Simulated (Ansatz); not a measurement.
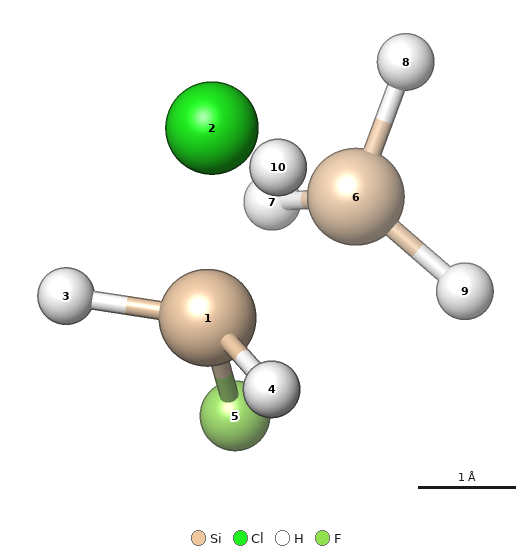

Figure 1. The input geometry (ball-and-stick view, seen at a tilt; atoms are numbered from 1 in the order of the input).

Si2H6ClF: molecular dynamics (part 1 of 4)

- system: Si2H6ClF
- method: RKS LDA/def2-SVP (Ansatz 0.2.0)

It belongs to a series of runs on one base structure; here: dynamics from the highest image of the converged band. Figures and captions count atoms from 1; the log counts them from 0 in places.

## Output
```
Engine: ansatz 0.2.0, aarch64-unknown-linux-gnu
Functional definition: SPW92
  exchange = slater_x
  correlation = pw_c
1083 factors; their error is unknown
mean field evaluation 1: about -30957.1295 eV, gradient 3.0e1 eV
mean field evaluation 2: about -30953.1051 eV, gradient 6.1e1 eV
mean field evaluation 4: about -30958.8566 eV, gradient 3.2e0 eV
mean field evaluation 8: about -30958.8878 eV, gradient 5.8e-2 eV
mean field evaluation 16: about -30958.7996 eV, gradient 3.3e-5 eV
mean field -30958.79961723 eV, -1137.7149013051 hartree, gradient 3.3e-5 eV, S^2 0.000000; 0 other end points of the search recorded, 0 dependent functions left out
the calculation of the forces begins
reference -30958.79964948 eV, -1137.7149024902 hartree; 30, 30 occupied and 68, 68 virtual orbitals, 1083 factors
md step     0: t =     0.00 fs  T =   100.0 K  F+E_penalty+E_count = -30958.79961723 eV  E_kin = 0.103408 eV  conserved = -30958.69620923 eV  (26 SCF iters)
these checks for a lower state are left out or cut short: starts, cluster_reference, orbital_swaps, neighbouring_geometries, increment
1083 factors; their error is unknown
mean field -30958.79814093 eV, -1137.7148470521 hartree, gradient 1.5e-5 eV, S^2 0.000000; 0 other end points of the search recorded, 0 dependent functions left out
the calculation of the forces begins
reference -30958.79817318 eV, -1137.7148482373 hartree; 30, 30 occupied and 68, 68 virtual orbitals, 1083 factors
md step     1: t =     0.50 fs  T =    98.6 K  F+E_penalty+E_count = -30958.79814093 eV  E_kin = 0.101952 eV  conserved = -30958.69618922 eV  (30 SCF iters)
[... from here on the SCF iterations and repeated set-up lines of each step are left out, up to the last step ...]
md step     2: t =     1.00 fs  T =    94.5 K  F+E_penalty+E_count = -30958.79384959 eV  E_kin = 0.097702 eV  conserved = -30958.69614749 eV  (30 SCF iters)
md step     3: t =     1.50 fs  T =    88.3 K  F+E_penalty+E_count = -30958.78739121 eV  E_kin = 0.091300 eV  conserved = -30958.69609107 eV  (30 SCF iters)
md step     4: t =     2.00 fs  T =    80.9 K  F+E_penalty+E_count = -30958.77965102 eV  E_kin = 0.083622 eV  conserved = -30958.69602859 eV  (31 SCF iters)
md step     5: t =     2.50 fs  T =    73.1 K  F+E_penalty+E_count = -30958.77161112 eV  E_kin = 0.075642 eV  conserved = -30958.69596904 eV  (30 SCF iters)
md step     6: t =     3.00 fs  T =    66.0 K  F+E_penalty+E_count = -30958.76421290 eV  E_kin = 0.068293 eV  conserved = -30958.69591963 eV  (30 SCF iters)
md step     7: t =     3.50 fs  T =    60.3 K  F+E_penalty+E_count = -30958.75824036 eV  E_kin = 0.062355 eV  conserved = -30958.69588574 eV  (23 SCF iters)
md step     8: t =     4.00 fs  T =    56.4 K  F+E_penalty+E_count = -30958.75423196 eV  E_kin = 0.058361 eV  conserved = -30958.69587077 eV  (23 SCF iters)
md step     9: t =     4.50 fs  T =    54.7 K  F+E_penalty+E_count = -30958.75242591 eV  E_kin = 0.056550 eV  conserved = -30958.69587581 eV  (23 SCF iters)
md step    10: t =     5.00 fs  T =    55.0 K  F+E_penalty+E_count = -30958.75274220 eV  E_kin = 0.056842 eV  conserved = -30958.69589977 eV  (23 SCF iters)
md step    11: t =     5.50 fs  T =    56.9 K  F+E_penalty+E_count = -30958.75480082 eV  E_kin = 0.058862 eV  conserved = -30958.69593929 eV  (23 SCF iters)
md step    12: t =     6.00 fs  T =    59.9 K  F+E_penalty+E_count = -30958.75797628 eV  E_kin = 0.061987 eV  conserved = -30958.69598906 eV  (23 SCF iters)
md step    13: t =     6.50 fs  T =    63.3 K  F+E_penalty+E_count = -30958.76148449 eV  E_kin = 0.065442 eV  conserved = -30958.69604201 eV  (30 SCF iters)
md step    14: t =     7.00 fs  T =    66.2 K  F+E_penalty+E_count = -30958.76449549 eV  E_kin = 0.068407 eV  conserved = -30958.69608885 eV  (30 SCF iters)
md step    15: t =     7.50 fs  T =    67.8 K  F+E_penalty+E_count = -30958.76626825 eV  E_kin = 0.070145 eV  conserved = -30958.69612371 eV  (30 SCF iters)
md step    16: t =     8.00 fs  T =    67.8 K  F+E_penalty+E_count = -30958.76627325 eV  E_kin = 0.070135 eV  conserved = -30958.69613838 eV  (30 SCF iters)
md step    17: t =     8.50 fs  T =    65.9 K  F+E_penalty+E_count = -30958.76430394 eV  E_kin = 0.068176 eV  conserved = -30958.69612822 eV  (30 SCF iters)
md step    18: t =     9.00 fs  T =    62.3 K  F+E_penalty+E_count = -30958.76053834 eV  E_kin = 0.064444 eV  conserved = -30958.69609484 eV  (27 SCF iters)
md step    19: t =     9.50 fs  T =    57.5 K  F+E_penalty+E_count = -30958.75552618 eV  E_kin = 0.059483 eV  conserved = -30958.69604291 eV  (30 SCF iters)
md step    20: t =    10.00 fs  T =    52.3 K  F+E_penalty+E_count = -30958.75010284 eV  E_kin = 0.054120 eV  conserved = -30958.69598281 eV  (29 SCF iters)
md step    21: t =    10.50 fs  T =    47.7 K  F+E_penalty+E_count = -30958.74522662 eV  E_kin = 0.049299 eV  conserved = -30958.69592757 eV  (29 SCF iters)
md step    22: t =    11.00 fs  T =    44.4 K  F+E_penalty+E_count = -30958.74177454 eV  E_kin = 0.045885 eV  conserved = -30958.69588996 eV  (23 SCF iters)
md step    23: t =    11.50 fs  T =    43.0 K  F+E_penalty+E_count = -30958.74034308 eV  E_kin = 0.044464 eV  conserved = -30958.69587913 eV  (21 SCF iters)
md step    24: t =    12.00 fs  T =    43.7 K  F+E_penalty+E_count = -30958.74110676 eV  E_kin = 0.045208 eV  conserved = -30958.69589829 eV  (23 SCF iters)
md step    25: t =    12.50 fs  T =    46.3 K  F+E_penalty+E_count = -30958.74377271 eV  E_kin = 0.047830 eV  conserved = -30958.69594238 eV  (22 SCF iters)
md step    26: t =    13.00 fs  T =    49.9 K  F+E_penalty+E_count = -30958.74764958 eV  E_kin = 0.051648 eV  conserved = -30958.69600155 eV  (30 SCF iters)
md step    27: t =    13.50 fs  T =    53.9 K  F+E_penalty+E_count = -30958.75180427 eV  E_kin = 0.055742 eV  conserved = -30958.69606263 eV  (30 SCF iters)
md step    28: t =    14.00 fs  T =    57.2 K  F+E_penalty+E_count = -30958.75526806 eV  E_kin = 0.059155 eV  conserved = -30958.69611286 eV  (30 SCF iters)
md step    29: t =    14.50 fs  T =    59.1 K  F+E_penalty+E_count = -30958.75723714 eV  E_kin = 0.061094 eV  conserved = -30958.69614268 eV  (30 SCF iters)
md step    30: t =    15.00 fs  T =    59.1 K  F+E_penalty+E_count = -30958.75722334 eV  E_kin = 0.061076 eV  conserved = -30958.69614738 eV  (30 SCF iters)
md step    31: t =    15.50 fs  T =    57.1 K  F+E_penalty+E_count = -30958.75512920 eV  E_kin = 0.059001 eV  conserved = -30958.69612774 eV  (30 SCF iters)
md step    32: t =    16.00 fs  T =    53.3 K  F+E_penalty+E_count = -30958.75124313 eV  E_kin = 0.055153 eV  conserved = -30958.69608990 eV  (30 SCF iters)
md step    33: t =    16.50 fs  T =    48.5 K  F+E_penalty+E_count = -30958.74616227 eV  E_kin = 0.050123 eV  conserved = -30958.69603925 eV  (30 SCF iters)
md step    34: t =    17.00 fs  T =    43.2 K  F+E_penalty+E_count = -30958.74068167 eV  E_kin = 0.044697 eV  conserved = -30958.69598475 eV  (31 SCF iters)
md step    35: t =    17.50 fs  T =    38.4 K  F+E_penalty+E_count = -30958.73565610 eV  E_kin = 0.039721 eV  conserved = -30958.69593506 eV  (23 SCF iters)
md step    36: t =    18.00 fs  T =    34.8 K  F+E_penalty+E_count = -30958.73186807 eV  E_kin = 0.035971 eV  conserved = -30958.69589724 eV  (22 SCF iters)
md step    37: t =    18.50 fs  T =    32.9 K  F+E_penalty+E_count = -30958.72991634 eV  E_kin = 0.034040 eV  conserved = -30958.69587615 eV  (23 SCF iters)
md step    38: t =    19.00 fs  T =    33.1 K  F+E_penalty+E_count = -30958.73013562 eV  E_kin = 0.034261 eV  conserved = -30958.69587443 eV  (23 SCF iters)
md step    39: t =    19.50 fs  T =    35.5 K  F+E_penalty+E_count = -30958.73255239 eV  E_kin = 0.036660 eV  conserved = -30958.69589251 eV  (27 SCF iters)
md step    40: t =    20.00 fs  T =    39.6 K  F+E_penalty+E_count = -30958.73687816 eV  E_kin = 0.040950 eV  conserved = -30958.69592845 eV  (23 SCF iters)
md step    41: t =    20.50 fs  T =    45.0 K  F+E_penalty+E_count = -30958.74254027 eV  E_kin = 0.046562 eV  conserved = -30958.69597821 eV  (30 SCF iters)
md step    42: t =    21.00 fs  T =    51.0 K  F+E_penalty+E_count = -30958.74874726 eV  E_kin = 0.052711 eV  conserved = -30958.69603586 eV  (29 SCF iters)
md step    43: t =    21.50 fs  T =    56.6 K  F+E_penalty+E_count = -30958.75458492 eV  E_kin = 0.058491 eV  conserved = -30958.69609401 eV  (30 SCF iters)
md step    44: t =    22.00 fs  T =    60.9 K  F+E_penalty+E_count = -30958.75913543 eV  E_kin = 0.062992 eV  conserved = -30958.69614375 eV  (29 SCF iters)
md step    45: t =    22.50 fs  T =    63.3 K  F+E_penalty+E_count = -30958.76161197 eV  E_kin = 0.065435 eV  conserved = -30958.69617723 eV  (30 SCF iters)
md step    46: t =    23.00 fs  T =    63.1 K  F+E_penalty+E_count = -30958.76148850 eV  E_kin = 0.065300 eV  conserved = -30958.69618858 eV  (30 SCF iters)
md step    47: t =    23.50 fs  T =    60.4 K  F+E_penalty+E_count = -30958.75860278 eV  E_kin = 0.062430 eV  conserved = -30958.69617274 eV  (30 SCF iters)
md step    48: t =    24.00 fs  T =    55.2 K  F+E_penalty+E_count = -30958.75321858 eV  E_kin = 0.057088 eV  conserved = -30958.69613108 eV  (30 SCF iters)
md step    49: t =    24.50 fs  T =    48.3 K  F+E_penalty+E_count = -30958.74601068 eV  E_kin = 0.049942 eV  conserved = -30958.69606869 eV  (30 SCF iters)
md step    50: t =    25.00 fs  T =    40.6 K  F+E_penalty+E_count = -30958.73797519 eV  E_kin = 0.041979 eV  conserved = -30958.69599619 eV  (30 SCF iters)
md step    51: t =    25.50 fs  T =    33.2 K  F+E_penalty+E_count = -30958.73026337 eV  E_kin = 0.034337 eV  conserved = -30958.69592683 eV  (30 SCF iters)
md step    52: t =    26.00 fs  T =    27.2 K  F+E_penalty+E_count = -30958.72397200 eV  E_kin = 0.028098 eV  conserved = -30958.69587384 eV  (23 SCF iters)
md step    53: t =    26.50 fs  T =    23.3 K  F+E_penalty+E_count = -30958.71993521 eV  E_kin = 0.024088 eV  conserved = -30958.69584764 eV  (22 SCF iters)
md step    54: t =    27.00 fs  T =    22.0 K  F+E_penalty+E_count = -30958.71856694 eV  E_kin = 0.022715 eV  conserved = -30958.69585216 eV  (22 SCF iters)
md step    55: t =    27.50 fs  T =    23.1 K  F+E_penalty+E_count = -30958.71979723 eV  E_kin = 0.023913 eV  conserved = -30958.69588465 eV  (23 SCF iters)
md step    56: t =    28.00 fs  T =    26.3 K  F+E_penalty+E_count = -30958.72311416 eV  E_kin = 0.027178 eV  conserved = -30958.69593647 eV  (23 SCF iters)
md step    57: t =    28.50 fs  T =    30.7 K  F+E_penalty+E_count = -30958.72769718 eV  E_kin = 0.031701 eV  conserved = -30958.69599582 eV  (23 SCF iters)
md step    58: t =    29.00 fs  T =    35.3 K  F+E_penalty+E_count = -30958.73260239 eV  E_kin = 0.036552 eV  conserved = -30958.69605040 eV  (30 SCF iters)
md step    59: t =    29.50 fs  T =    39.5 K  F+E_penalty+E_count = -30958.73695328 eV  E_kin = 0.040863 eV  conserved = -30958.69609052 eV  (27 SCF iters)
md step    60: t =    30.00 fs  T =    42.5 K  F+E_penalty+E_count = -30958.74009410 eV  E_kin = 0.043983 eV  conserved = -30958.69611072 eV  (31 SCF iters)
md step    61: t =    30.50 fs  T =    44.1 K  F+E_penalty+E_count = -30958.74168040 eV  E_kin = 0.045570 eV  conserved = -30958.69610997 eV  (31 SCF iters)
md step    62: t =    31.00 fs  T =    44.1 K  F+E_penalty+E_count = -30958.74170143 eV  E_kin = 0.045609 eV  conserved = -30958.69609199 eV  (30 SCF iters)
md step    63: t =    31.50 fs  T =    42.9 K  F+E_penalty+E_count = -30958.74043747 eV  E_kin = 0.044377 eV  conserved = -30958.69606031 eV  (31 SCF iters)
md step    64: t =    32.00 fs  T =    41.0 K  F+E_penalty+E_count = -30958.73838294 eV  E_kin = 0.042361 eV  conserved = -30958.69602168 eV  (30 SCF iters)
md step    65: t =    32.50 fs  T =    38.8 K  F+E_penalty+E_count = -30958.73614069 eV  E_kin = 0.040158 eV  conserved = -30958.69598318 eV  (30 SCF iters)
md step    66: t =    33.00 fs  T =    37.1 K  F+E_penalty+E_count = -30958.73431456 eV  E_kin = 0.038363 eV  conserved = -30958.69595114 eV  (31 SCF iters)
md step    67: t =    33.50 fs  T =    36.2 K  F+E_penalty+E_count = -30958.73341259 eV  E_kin = 0.037483 eV  conserved = -30958.69593000 eV  (30 SCF iters)
md step    68: t =    34.00 fs  T =    36.6 K  F+E_penalty+E_count = -30958.73377231 eV  E_kin = 0.037850 eV  conserved = -30958.69592277 eV  (30 SCF iters)
md step    69: t =    34.50 fs  T =    38.3 K  F+E_penalty+E_count = -30958.73551163 eV  E_kin = 0.039581 eV  conserved = -30958.69593060 eV  (31 SCF iters)
md step    70: t =    35.00 fs  T =    41.2 K  F+E_penalty+E_count = -30958.73850975 eV  E_kin = 0.042557 eV  conserved = -30958.69595258 eV  (31 SCF iters)
md step    71: t =    35.50 fs  T =    44.9 K  F+E_penalty+E_count = -30958.74241961 eV  E_kin = 0.046433 eV  conserved = -30958.69598640 eV  (30 SCF iters)
md step    72: t =    36.00 fs  T =    49.0 K  F+E_penalty+E_count = -30958.74670991 eV  E_kin = 0.050682 eV  conserved = -30958.69602775 eV  (31 SCF iters)
md step    73: t =    36.50 fs  T =    52.9 K  F+E_penalty+E_count = -30958.75073588 eV  E_kin = 0.054666 eV  conserved = -30958.69607029 eV  (30 SCF iters)
md step    74: t =    37.00 fs  T =    55.8 K  F+E_penalty+E_count = -30958.75383432 eV  E_kin = 0.057728 eV  conserved = -30958.69610669 eV  (31 SCF iters)
md step    75: t =    37.50 fs  T =    57.3 K  F+E_penalty+E_count = -30958.75543419 eV  E_kin = 0.059303 eV  conserved = -30958.69613095 eV  (30 SCF iters)
md step    76: t =    38.00 fs  T =    57.1 K  F+E_penalty+E_count = -30958.75516370 eV  E_kin = 0.059026 eV  conserved = -30958.69613756 eV  (30 SCF iters)
md step    77: t =    38.50 fs  T =    54.9 K  F+E_penalty+E_count = -30958.75294007 eV  E_kin = 0.056817 eV  conserved = -30958.69612289 eV  (27 SCF iters)
md step    78: t =    39.00 fs  T =    51.2 K  F+E_penalty+E_count = -30958.74901895 eV  E_kin = 0.052932 eV  conserved = -30958.69608652 eV  (31 SCF iters)
md step    79: t =    39.50 fs  T =    46.4 K  F+E_penalty+E_count = -30958.74398648 eV  E_kin = 0.047952 eV  conserved = -30958.69603433 eV  (30 SCF iters)
md step    80: t =    40.00 fs  T =    41.3 K  F+E_penalty+E_count = -30958.73867692 eV  E_kin = 0.042702 eV  conserved = -30958.69597499 eV  (29 SCF iters)
md step    81: t =    40.50 fs  T =    36.9 K  F+E_penalty+E_count = -30958.73403266 eV  E_kin = 0.038113 eV  conserved = -30958.69591990 eV  (30 SCF iters)
md step    82: t =    41.00 fs  T =    33.9 K  F+E_penalty+E_count = -30958.73092554 eV  E_kin = 0.035045 eV  conserved = -30958.69588021 eV  (29 SCF iters)
md step    83: t =    41.50 fs  T =    33.0 K  F+E_penalty+E_count = -30958.72998190 eV  E_kin = 0.034118 eV  conserved = -30958.69586416 eV  (23 SCF iters)
md step    84: t =    42.00 fs  T =    34.4 K  F+E_penalty+E_count = -30958.73145407 eV  E_kin = 0.035579 eV  conserved = -30958.69587470 eV  (29 SCF iters)
md step    85: t =    42.50 fs  T =    38.0 K  F+E_penalty+E_count = -30958.73517237 eV  E_kin = 0.039263 eV  conserved = -30958.69590936 eV  (30 SCF iters)
md step    86: t =    43.00 fs  T =    43.2 K  F+E_penalty+E_count = -30958.74058688 eV  E_kin = 0.044627 eV  conserved = -30958.69596019 eV  (30 SCF iters)
md step    87: t =    43.50 fs  T =    49.2 K  F+E_penalty+E_count = -30958.74688818 eV  E_kin = 0.050872 eV  conserved = -30958.69601649 eV  (31 SCF iters)
md step    88: t =    44.00 fs  T =    55.2 K  F+E_penalty+E_count = -30958.75317294 eV  E_kin = 0.057105 eV  conserved = -30958.69606767 eV  (31 SCF iters)
md step    89: t =    44.50 fs  T =    60.4 K  F+E_penalty+E_count = -30958.75861328 eV  E_kin = 0.062509 eV  conserved = -30958.69610477 eV  (31 SCF iters)
md step    90: t =    45.00 fs  T =    64.3 K  F+E_penalty+E_count = -30958.76259759 eV  E_kin = 0.066475 eV  conserved = -30958.69612260 eV  (30 SCF iters)
md step    91: t =    45.50 fs  T =    66.4 K  F+E_penalty+E_count = -30958.76481699 eV  E_kin = 0.068698 eV  conserved = -30958.69611920 eV  (31 SCF iters)
md step    92: t =    46.00 fs  T =    66.9 K  F+E_penalty+E_count = -30958.76529494 eV  E_kin = 0.069197 eV  conserved = -30958.69609750 eV  (31 SCF iters)
md step    93: t =    46.50 fs  T =    66.0 K  F+E_penalty+E_count = -30958.76435756 eV  E_kin = 0.068296 eV  conserved = -30958.69606157 eV  (31 SCF iters)
md step    94: t =    47.00 fs  T =    64.4 K  F+E_penalty+E_count = -30958.76256614 eV  E_kin = 0.066550 eV  conserved = -30958.69601601 eV  (32 SCF iters)
md step    95: t =    47.50 fs  T =    62.5 K  F+E_penalty+E_count = -30958.76062758 eV  E_kin = 0.064660 eV  conserved = -30958.69596807 eV  (28 SCF iters)
md step    96: t =    48.00 fs  T =    61.3 K  F+E_penalty+E_count = -30958.75928962 eV  E_kin = 0.063366 eV  conserved = -30958.69592375 eV  (32 SCF iters)
md step    97: t =    48.50 fs  T =    61.3 K  F+E_penalty+E_count = -30958.75924465 eV  E_kin = 0.063356 eV  conserved = -30958.69588864 eV  (30 SCF iters)
md step    98: t =    49.00 fs  T =    63.0 K  F+E_penalty+E_count = -30958.76104457 eV  E_kin = 0.065178 eV  conserved = -30958.69586638 eV  (30 SCF iters)
md step    99: t =    49.50 fs  T =    66.9 K  F+E_penalty+E_count = -30958.76503819 eV  E_kin = 0.069178 eV  conserved = -30958.69585981 eV  (31 SCF iters)
md step   100: t =    50.00 fs  T =    73.0 K  F+E_penalty+E_count = -30958.77133012 eV  E_kin = 0.075461 eV  conserved = -30958.69586952 eV  (30 SCF iters)
md step   101: t =    50.50 fs  T =    81.1 K  F+E_penalty+E_count = -30958.77976898 eV  E_kin = 0.083874 eV  conserved = -30958.69589494 eV  (31 SCF iters)
md step   102: t =    51.00 fs  T =    90.9 K  F+E_penalty+E_count = -30958.78996146 eV  E_kin = 0.094028 eV  conserved = -30958.69593349 eV  (29 SCF iters)
md step   103: t =    51.50 fs  T =   101.9 K  F+E_penalty+E_count = -30958.80131537 eV  E_kin = 0.105334 eV  conserved = -30958.69598094 eV  (29 SCF iters)
md step   104: t =    52.00 fs  T =   113.2 K  F+E_penalty+E_count = -30958.81310701 eV  E_kin = 0.117076 eV  conserved = -30958.69603130 eV  (30 SCF iters)
md step   105: t =    52.50 fs  T =   124.3 K  F+E_penalty+E_count = -30958.82457210 eV  E_kin = 0.128492 eV  conserved = -30958.69608040 eV  (28 SCF iters)
md step   106: t =    53.00 fs  T =   134.3 K  F+E_penalty+E_count = -30958.83499725 eV  E_kin = 0.138877 eV  conserved = -30958.69611994 eV  (30 SCF iters)
md step   107: t =    53.50 fs  T =   142.8 K  F+E_penalty+E_count = -30958.84382408 eV  E_kin = 0.147677 eV  conserved = -30958.69614660 eV  (29 SCF iters)
md step   108: t =    54.00 fs  T =   149.5 K  F+E_penalty+E_count = -30958.85072233 eV  E_kin = 0.154566 eV  conserved = -30958.69615626 eV  (29 SCF iters)
md step   109: t =    54.50 fs  T =   154.2 K  F+E_penalty+E_count = -30958.85564386 eV  E_kin = 0.159496 eV  conserved = -30958.69614768 eV  (29 SCF iters)
md step   110: t =    55.00 fs  T =   157.4 K  F+E_penalty+E_count = -30958.85883722 eV  E_kin = 0.162715 eV  conserved = -30958.69612208 eV  (30 SCF iters)
md step   111: t =    55.50 fs  T =   159.3 K  F+E_penalty+E_count = -30958.86082563 eV  E_kin = 0.164744 eV  conserved = -30958.69608121 eV  (30 SCF iters)
md step   112: t =    56.00 fs  T =   160.8 K  F+E_penalty+E_count = -30958.86236130 eV  E_kin = 0.166330 eV  conserved = -30958.69603106 eV  (29 SCF iters)
md step   113: t =    56.50 fs  T =   162.8 K  F+E_penalty+E_count = -30958.86434630 eV  E_kin = 0.168370 eV  conserved = -30958.69597593 eV  (29 SCF iters)
md step   114: t =    57.00 fs  T =   166.2 K  F+E_penalty+E_count = -30958.86773998 eV  E_kin = 0.171816 eV  conserved = -30958.69592351 eV  (27 SCF iters)
```
